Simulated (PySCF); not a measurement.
C2H12N2OSi2: geometry relaxation (part 1 of 2)

C2H12N2OSi2, SMILES CN(C)[SiH](O)N[SiH3], computed with PBE0-D3(BJ)/def2-SVP geometry optimisation, gas phase (PySCF 2.14.0).

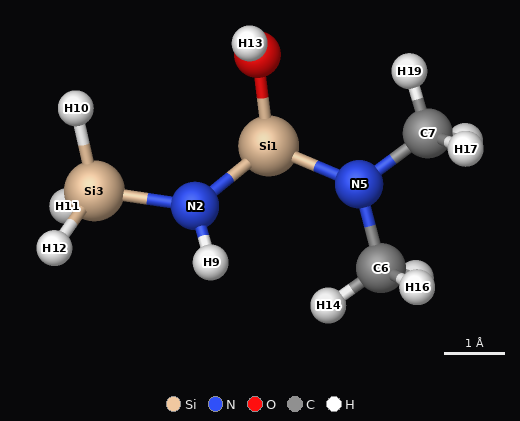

Fig. 1: The input geometry (ball-and-stick view, seen at a tilt; atoms are numbered from 1 in the order of the input).

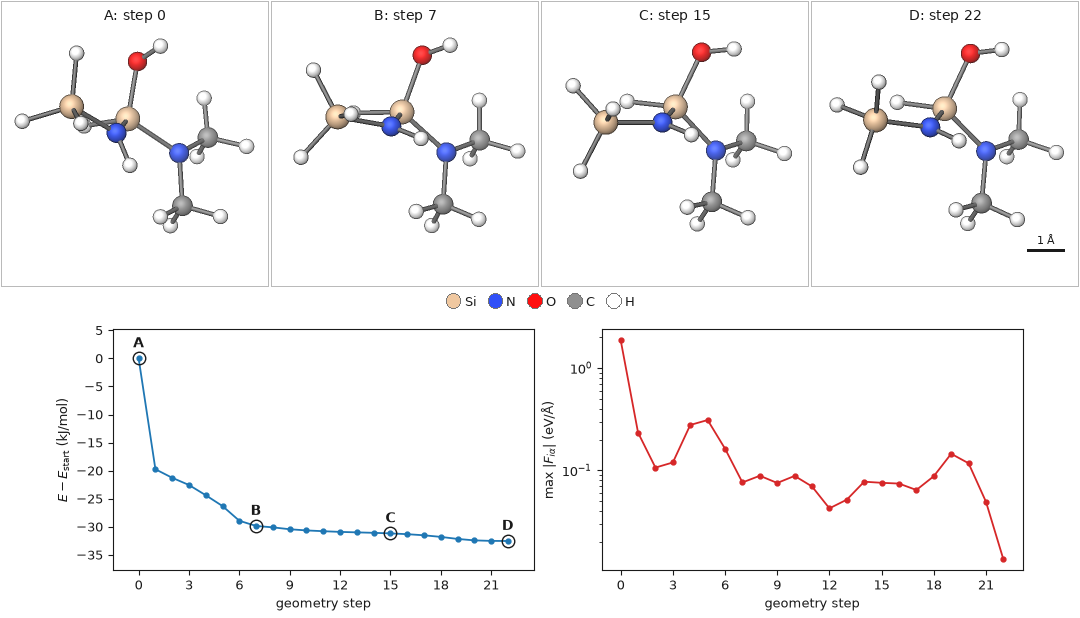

Fig. 2: Frames of the relaxation (ball-and-stick view, seen at a tilt) above the curves, on which the letters mark them (steps are counted from 0).

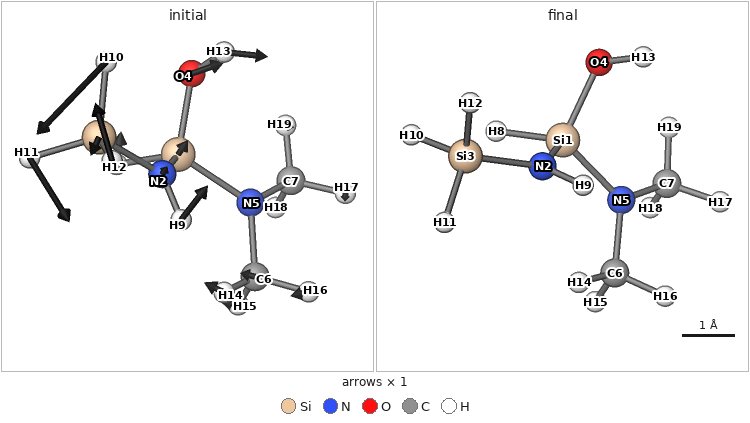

Fig. 3: Before (left) and after (right) the relaxation, at one scale (ball-and-stick view, seen at a tilt). The black arrows give the displacements, at true length. H10 moves most after the best rigid fit: 2.16 Å. By element the largest moves are H 2.16 Å, O 0.68 Å, Si 0.41 Å, C 0.31 Å, N 0.19 Å. Among the contacts that change: Si1–O4 1.600 → 1.667 Å, Si3–H11 1.460 → 1.497 Å, N2–Si3 1.711 → 1.742 Å, Si3–H10 1.464 → 1.491 Å. Among the angles that change: N2–Si3–H12 105.8° → 112.9°, N2–Si1–H8 112.7° → 106.6°, N2–Si1–O4 111.5° → 116.2°. The energy falls by 32.5 kJ/mol in 22 geometry steps. The largest force component goes from 1.9 to 0.014 eV/Å. (Atoms are counted from 1 in the order of the input.)

The input that produced these results follows, with the program's output.

**Input**
```
{"job": {"xc": "PBE0", "basis": "def2-SVP", "d3": "d3bj", "grid": 2, "kind": "geom", "shake": 0.01}, "charge": 0, "multiplicity": 1}
Si     0.407845    -0.293416    -0.587151
N      1.366077     0.362795     0.680771
Si     3.074969     0.312014     0.738340
O      0.725880    -1.843698    -0.820153
N     -1.250120    -0.061923    -0.102985
C     -1.774968     1.229757     0.307748
C     -2.260281    -0.888937    -0.676932
H      0.757995     0.264019    -1.914900
H      0.935616     1.060366     1.292594
H      3.503270    -1.074537     0.545207
H      3.706999     1.173260    -0.257262
H      3.448050     0.784456     2.097843
H      0.728414    -2.411977    -0.068983
H     -0.995187     1.841587     0.735521
H     -2.217895     1.754580    -0.536460
H     -2.549338     1.101110     1.075152
H     -3.053552    -1.074048     0.055954
H     -2.740395    -0.401784    -1.543718
H     -1.834302    -1.835810    -0.992381
```

The first line tells a small driver script what to run in PySCF; the rest is the geometry in Å.

Command:
```bash
OMP_NUM_THREADS=1 python <driver script> task.json out
```

**What the program printed**
```
step   0  E = -846.32222134  max force = 0.036394
step   1  E = -846.32974357  max force = 0.004548
step   2  E = -846.33032357  max force = 0.002075
step   3  E = -846.33081302  max force = 0.002328
step   4  E = -846.33150713  max force = 0.005404
step   5  E = -846.33224276  max force = 0.006041
step   6  E = -846.33323954  max force = 0.003171
step   7  E = -846.33359195  max force = 0.001486
step   8  E = -846.33368687  max force = 0.001726
step   9  E = -846.33381435  max force = 0.001469
step  10  E = -846.33389463  max force = 0.001721
step  11  E = -846.33394709  max force = 0.001358
step  12  E = -846.33399389  max force = 0.000831
step  13  E = -846.33402612  max force = 0.001009
step  14  E = -846.33405724  max force = 0.001511
step  15  E = -846.33409607  max force = 0.001474
step  16  E = -846.33414919  max force = 0.001449
step  17  E = -846.33422481  max force = 0.001254
step  18  E = -846.33433296  max force = 0.001710
step  19  E = -846.33447195  max force = 0.002830
step  20  E = -846.33456912  max force = 0.002286
step  21  E = -846.33460499  max force = 0.000963
step  22  E = -846.33461208  max force = 0.000264
optimisation converged
```

**Trajectory as extended XYZ (Å, eV, eV/Å), 23 frames, from step=0 to step=22**
```
19
Properties=species:S:1:pos:R:3:forces:R:3 step=0 energy=-23029.60066
Si    0.4078   -0.2934   -0.5871   -1.0111   1.8715   0.2203
N     1.3661    0.3628    0.6808   -0.6716   0.5111   0.2873
Si    3.0750    0.3120    0.7383    0.1897   0.1143   0.6624
O     0.7259   -1.8437   -0.8202    0.3812  -1.4579  -1.0453
N    -1.2501   -0.0619   -0.1030    0.4148   0.5804   0.1916
C    -1.7750    1.2298    0.3078    0.2393  -1.1827  -0.0484
C    -2.2603   -0.8889   -0.6769   -0.2293   0.2877  -0.0873
H     0.7580    0.2640   -1.9149    0.0189   0.2070  -0.1540
H     0.9356    1.0604    1.2926    0.0538  -0.3420  -0.1751
H     3.5033   -1.0745    0.5452    0.3059  -0.4958  -0.1247
H     3.7070    1.1733   -0.2573    0.4586   0.3650  -0.4811
H     3.4480    0.7845    2.0978    0.2146   0.0406   0.1227
H     0.7284   -2.4120   -0.0690   -0.0038  -0.7259   0.9005
H    -0.9952    1.8416    0.7355    0.4933   0.5146   0.2338
H    -2.2179    1.7546   -0.5365   -0.2956   0.4813  -0.4212
H    -2.5493    1.1011    1.0752   -0.2059   0.0010   0.1605
H    -3.0535   -1.0740    0.0559   -0.2805  -0.2297   0.1936
H    -2.7404   -0.4018   -1.5437   -0.1460  -0.0696  -0.2568
H    -1.8343   -1.8358   -0.9924    0.0737  -0.4709  -0.1787
19
Properties=species:S:1:pos:R:3:forces:R:3 step=1 energy=-23029.80535
Si    0.3565   -0.3133   -0.5825    0.0310  -0.0337  -0.0917
N     1.3654    0.3443    0.6682   -0.1162   0.1217   0.0304
Si    3.1032    0.3277    0.7569    0.2052  -0.0530  -0.0709
O     0.6500   -1.9359   -0.7775   -0.0308  -0.0973  -0.0574
N    -1.3057   -0.0617   -0.1604    0.1154  -0.0206   0.0546
C    -1.7949    1.2116    0.2860   -0.1240   0.2338   0.0165
C    -2.3345   -0.9077   -0.7135   -0.0001  -0.0947  -0.0193
H     0.7315    0.2757   -1.9013    0.0330  -0.1138  -0.0144
H     0.9019    0.9201    1.3629   -0.0322  -0.0371   0.1075
H     3.6159   -1.0592    0.5216   -0.0323   0.0406   0.0237
H     3.7824    1.2115   -0.2479   -0.0614   0.0044   0.0236
H     3.5231    0.7878    2.1175   -0.0793  -0.0157  -0.0134
H     0.6310   -2.4716    0.0233   -0.0088   0.1023  -0.0394
H    -0.9882    1.8397    0.6984   -0.0040  -0.0510  -0.0325
H    -2.2726    1.7974   -0.5303    0.0336  -0.0378   0.0635
H    -2.5559    1.0949    1.0821    0.0284  -0.0054  -0.0064
H    -3.1137   -1.1290    0.0409    0.0268  -0.0046   0.0035
H    -2.8481   -0.4449   -1.5813    0.0147   0.0025  -0.0008
H    -1.9068   -1.8662   -1.0462    0.0010   0.0593   0.0230
19
Properties=species:S:1:pos:R:3:forces:R:3 step=2 energy=-23029.82113
Si    0.3605   -0.3232   -0.6087    0.0227   0.0464   0.0393
N     1.3535    0.3306    0.6578   -0.0459   0.1067  -0.0485
Si    3.0914    0.3335    0.7624    0.0716   0.0205  -0.0159
O     0.6321   -1.9491   -0.8075   -0.0158  -0.0591  -0.0641
N    -1.2916   -0.0522   -0.1665   -0.0244   0.0592   0.0097
C    -1.7772    1.2275    0.2795   -0.0015   0.0557   0.0109
C    -2.3243   -0.9088   -0.6947   -0.0281  -0.0309  -0.0030
H     0.7446    0.2424   -1.9336    0.0443  -0.0490   0.0016
H     0.8771    0.8808    1.3667   -0.0148  -0.1016   0.0369
H     3.6270   -1.0375    0.5044   -0.0064   0.0016   0.0009
H     3.7582    1.2596   -0.2087   -0.0117   0.0027   0.0036
H     3.4664    0.7662    2.1425   -0.0079  -0.0067   0.0119
H     0.6044   -2.4742   -0.0018   -0.0047   0.0146   0.0292
H    -0.9591    1.8542    0.6675    0.0084  -0.0100  -0.0149
H    -2.2709    1.8070   -0.5286    0.0087  -0.0271   0.0061
H    -2.5185    1.1161    1.0938    0.0122  -0.0167  -0.0012
H    -3.0892   -1.1268    0.0745    0.0024  -0.0057  -0.0001
H    -2.8513   -0.4593   -1.5613   -0.0046  -0.0052   0.0035
H    -1.8925   -1.8658   -1.0206   -0.0042   0.0044  -0.0057
19
Properties=species:S:1:pos:R:3:forces:R:3 step=3 energy=-23029.83445
Si    0.3613   -0.3509   -0.6391    0.0114   0.0057   0.1027
N     1.3413    0.2955    0.6414    0.0658   0.1029  -0.0955
Si    3.0784    0.3671    0.7760   -0.0916   0.0411   0.0018
O     0.6031   -1.9820   -0.8455   -0.0336  -0.0307  -0.0108
N    -1.2818   -0.0530   -0.1776   -0.0173   0.0316  -0.0888
C    -1.7287    1.2463    0.2591    0.0042  -0.0930   0.0022
C    -2.3365   -0.9088   -0.6672   -0.0014   0.0703   0.0433
H     0.7656    0.1887   -1.9669    0.0426   0.0348   0.0135
H     0.8383    0.7752    1.3826   -0.0232  -0.1197   0.0245
H     3.6777   -0.9604    0.4512    0.0223  -0.0207  -0.0177
H     3.7080    1.3843   -0.1233    0.0273   0.0058  -0.0053
H     3.3931    0.7298    2.1901    0.0383   0.0005   0.0128
H     0.5625   -2.4952   -0.0332    0.0006  -0.0490   0.0454
H    -0.8814    1.8579    0.6033    0.0060   0.0195  -0.0024
H    -2.2362    1.8169   -0.5434   -0.0309   0.0154  -0.0291
H    -2.4412    1.1619    1.1008   -0.0136   0.0087   0.0117
H    -3.0823   -1.1096    0.1248   -0.0105   0.0000   0.0022
H    -2.8812   -0.4701   -1.5280   -0.0065   0.0035   0.0077
H    -1.9195   -1.8728   -0.9879    0.0101  -0.0266  -0.0181
19
Properties=species:S:1:pos:R:3:forces:R:3 step=4 energy=-23029.85334
Si    0.3736   -0.4062   -0.6596   -0.0443   0.0491   0.1832
N     1.3342    0.2250    0.6417    0.2261   0.0772  -0.1632
Si    3.0645    0.4279    0.7810   -0.2779   0.0173   0.0559
O     0.5373   -2.0510   -0.8680   -0.0765   0.0459   0.1159
N    -1.2570   -0.0364   -0.1965   -0.1487  -0.0234  -0.1917
C    -1.6817    1.2849    0.2078    0.1964  -0.2314  -0.0158
C    -2.3385   -0.8932   -0.6246    0.0304   0.0716   0.0512
H     0.8380    0.0873   -1.9836    0.0503   0.1328   0.0358
H     0.8045    0.5338    1.4522   -0.0316  -0.0984  -0.0135
H     3.7721   -0.7842    0.2789    0.0509  -0.0247  -0.0417
H     3.5794    1.6166    0.0357    0.0618   0.0178  -0.0142
H     3.3454    0.6111    2.2360    0.0916   0.0183   0.0097
H     0.4571   -2.5416   -0.0443    0.0075  -0.1193   0.0249
H    -0.8113    1.8965    0.4831    0.0213   0.0560   0.0388
H    -2.2196    1.8216   -0.5947   -0.0716   0.0371  -0.0700
H    -2.3542    1.2364    1.0837   -0.0297   0.0188   0.0182
H    -3.0595   -1.0605    0.1971   -0.0295   0.0031   0.0027
H    -2.9044   -0.4771   -1.4824   -0.0143   0.0153   0.0091
H    -1.9395   -1.8697   -0.9265   -0.0121  -0.0629  -0.0353
19
Properties=species:S:1:pos:R:3:forces:R:3 step=5 energy=-23029.87336
Si    0.3801   -0.4761   -0.6455   -0.1148  -0.0706   0.1254
N     1.3164    0.1550    0.6706    0.2955   0.0017  -0.1503
Si    3.0235    0.5201    0.7803   -0.3106  -0.0551   0.0911
O     0.4755   -2.1308   -0.8530   -0.0704   0.1240   0.2006
N    -1.2463   -0.0542   -0.2144   -0.0512  -0.0379  -0.2139
C    -1.5919    1.3023    0.1518    0.0783  -0.2921  -0.0172
C    -2.3662   -0.8807   -0.6033    0.0597   0.1620   0.0570
H     0.9163   -0.0023   -1.9487    0.0480   0.1613   0.0403
H     0.7923    0.2626    1.5356    0.0031  -0.0194  -0.0383
H     3.8278   -0.5196    0.0773    0.0507  -0.0070  -0.0497
H     3.3703    1.8555    0.2075    0.0591   0.0316  -0.0163
H     3.3565    0.5150    2.2357    0.0991   0.0354   0.0094
H     0.3531   -2.6104   -0.0273    0.0020  -0.1327  -0.0220
H    -0.6802    1.8730    0.3761    0.0001   0.0474   0.0510
H    -2.1282    1.8319   -0.6558   -0.0755   0.0505  -0.0702
H    -2.2382    1.3200    1.0484   -0.0336   0.0414   0.0230
H    -3.0774   -1.0042    0.2347   -0.0293   0.0037  -0.0011
H    -2.9321   -0.4592   -1.4582   -0.0191   0.0102   0.0056
H    -2.0107   -1.8768   -0.8949    0.0090  -0.0544  -0.0243
19
Properties=species:S:1:pos:R:3:forces:R:3 step=6 energy=-23029.90048
Si    0.3834   -0.5121   -0.5912   -0.0698  -0.0814   0.0020
N     1.3325    0.1285    0.7098    0.1145  -0.0657  -0.0448
Si    3.0246    0.5605    0.7579   -0.1480  -0.0277   0.0210
O     0.4330   -2.1726   -0.7753   -0.0172   0.1295   0.1631
N    -1.2489   -0.0629   -0.2187    0.0055  -0.0064  -0.1179
C    -1.5874    1.2958    0.1355    0.0333  -0.1410   0.0057
C    -2.3752   -0.8658   -0.6313    0.0366   0.0529   0.0179
H     0.9717   -0.0359   -1.8723    0.0095   0.0574   0.0113
H     0.8398    0.1596    1.5988    0.0273   0.0383   0.0119
H     3.8352   -0.3956   -0.0528    0.0113   0.0028  -0.0213
H     3.2875    1.9391    0.2410    0.0252   0.0178  -0.0002
H     3.4623    0.4985    2.1852    0.0302   0.0150  -0.0020
H     0.2804   -2.6565    0.0435   -0.0028  -0.0563  -0.0547
H    -0.6781    1.8605    0.3865   -0.0070   0.0239   0.0220
H    -2.1020    1.8276   -0.6881   -0.0145   0.0265  -0.0207
H    -2.2585    1.3259    1.0146   -0.0187   0.0189   0.0070
H    -3.1070   -0.9781    0.1910   -0.0120   0.0015   0.0000
H    -2.9168   -0.4268   -1.4933   -0.0056   0.0090   0.0031
H    -2.0362   -1.8686   -0.9239    0.0022  -0.0148  -0.0036
19
Properties=species:S:1:pos:R:3:forces:R:3 step=7 energy=-23029.91007
Si    0.3849   -0.5300   -0.5314   -0.0299  -0.0761  -0.0202
N     1.3389    0.1269    0.7574   -0.0372  -0.0764   0.0103
Si    3.0227    0.5758    0.7215    0.0336   0.0469  -0.0106
O     0.4222   -2.1916   -0.6826    0.0282   0.0673   0.0409
N    -1.2539   -0.0723   -0.2177    0.0276   0.0276  -0.0138
C    -1.5966    1.2802    0.1435   -0.0337   0.0258   0.0288
C    -2.3733   -0.8564   -0.6768   -0.0018  -0.0088  -0.0122
H     1.0055   -0.0518   -1.7978   -0.0038  -0.0384  -0.0126
H     0.8772    0.1619    1.6627    0.0355   0.0315   0.0028
H     3.7995   -0.3674   -0.1390   -0.0148   0.0038   0.0036
H     3.2513    1.9575    0.1911   -0.0019  -0.0007   0.0109
H     3.5534    0.5240    2.1179   -0.0103  -0.0070   0.0009
H     0.2450   -2.6831    0.1259   -0.0098   0.0089  -0.0351
H    -0.6998    1.8390    0.4498   -0.0046  -0.0121  -0.0091
H    -2.0712    1.8312   -0.6939    0.0164   0.0054   0.0120
H    -2.3097    1.3038    0.9903   -0.0042  -0.0040  -0.0079
H    -3.1341   -0.9718    0.1190    0.0045  -0.0019   0.0005
H    -2.8826   -0.3950   -1.5470    0.0022  -0.0013   0.0002
H    -2.0387   -1.8596   -0.9759    0.0039   0.0095   0.0106
19
Properties=species:S:1:pos:R:3:forces:R:3 step=8 energy=-23029.91266
Si    0.3858   -0.5559   -0.5170    0.0074   0.0003  -0.0261
N     1.3448    0.1066    0.7654   -0.0376  -0.0888   0.0176
Si    3.0152    0.6012    0.7116    0.0369   0.0350  -0.0236
O     0.4002   -2.2177   -0.6530    0.0369   0.0384   0.0191
N    -1.2486   -0.0729   -0.2219   -0.0163   0.0294   0.0004
C    -1.5869    1.2799    0.1426    0.0082   0.0235   0.0333
C    -2.3719   -0.8464   -0.6883   -0.0098  -0.0243  -0.0194
H     1.0262   -0.0990   -1.7814   -0.0138  -0.0362  -0.0177
H     0.9024    0.1146    1.6806    0.0118   0.0456   0.0131
H     3.7969   -0.2948   -0.1932   -0.0088   0.0040   0.0028
H     3.1987    2.0043    0.2211   -0.0045  -0.0002   0.0111
H     3.5759    0.5208    2.0950   -0.0114  -0.0070   0.0021
H     0.2029   -2.7053    0.1525   -0.0180   0.0028  -0.0118
H    -0.6895    1.8297    0.4623   -0.0006  -0.0056  -0.0031
H    -2.0476    1.8398   -0.6965    0.0158  -0.0042   0.0055
H    -2.3099    1.3038    0.9811    0.0018  -0.0100  -0.0090
H    -3.1380   -0.9572    0.1031    0.0030  -0.0018   0.0008
H    -2.8725   -0.3789   -1.5601    0.0026  -0.0036  -0.0003
H    -2.0436   -1.8517   -0.9870   -0.0037   0.0028   0.0052
19
Properties=species:S:1:pos:R:3:forces:R:3 step=9 energy=-23029.91612
Si    0.3850   -0.5905   -0.4987    0.0399   0.0755  -0.0135
N     1.3507    0.0843    0.7730   -0.0075  -0.0584   0.0140
Si    3.0033    0.6340    0.6939    0.0225   0.0151  -0.0219
O     0.3798   -2.2513   -0.6040    0.0337  -0.0406  -0.0233
N    -1.2442   -0.0780   -0.2273   -0.0175   0.0120   0.0222
C    -1.5682    1.2733    0.1545    0.0100   0.0145   0.0201
C    -2.3716   -0.8335   -0.7136   -0.0068  -0.0067  -0.0110
H     1.0407   -0.1711   -1.7683   -0.0141  -0.0228  -0.0091
H     0.9294    0.0921    1.6979   -0.0270   0.0330   0.0063
H     3.7893   -0.2158   -0.2499   -0.0036   0.0034  -0.0015
H     3.1343    2.0545    0.2376   -0.0063   0.0013   0.0071
H     3.5954    0.5376    2.0632   -0.0051  -0.0060   0.0004
H     0.1508   -2.7313    0.1968   -0.0277   0.0045   0.0177
H    -0.6691    1.7998    0.5062    0.0021  -0.0026   0.0013
H    -1.9967    1.8589   -0.6839    0.0039  -0.0077  -0.0016
H    -2.3118    1.2931    0.9747    0.0038  -0.0069  -0.0046
H    -3.1484   -0.9415    0.0678    0.0006  -0.0001   0.0001
H    -2.8560   -0.3531   -1.5875    0.0030  -0.0041  -0.0018
H    -2.0522   -1.8405   -1.0154   -0.0039  -0.0033  -0.0008
```
